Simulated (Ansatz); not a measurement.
The figure comes from a scan of FeCo (CsCl type): the cell is scaled evenly about its relaxed volume V₀. All values below come from PBE (plane waves to 420 eV, PAW, scalar-relativistic; Ansatz, a quantum-chemistry and plane-wave program). k mesh 16×16×16 (Γ-centred), Fermi-Dirac smearing 0.05 eV. The energy includes the smearing's −TS. FeCo was relaxed with its symmetry unable to fall. Relaxed FeCo ends ferromagnetic. Other magnetic orders were not checked, so this need not be the ground state. The zero of ΔE is the relaxed starting cell.

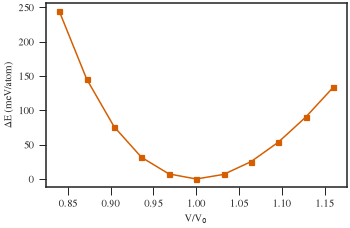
Figure. ΔE (meV/atom) against V/V₀; computed points joined by lines.

Read the plotted values off the figure, to the accuracy that the plot allows.

To the nearest 5:

```csv
V/V₀,ΔE (meV/atom)
0.840,245
0.872,145
0.904,75
0.936,30
0.968,5
1.000,0
1.032,5
1.064,25
1.096,55
1.128,90
1.160,135
```

(Under strain, the slope of the energy per volume gives the stress and its curvature an elastic modulus.)
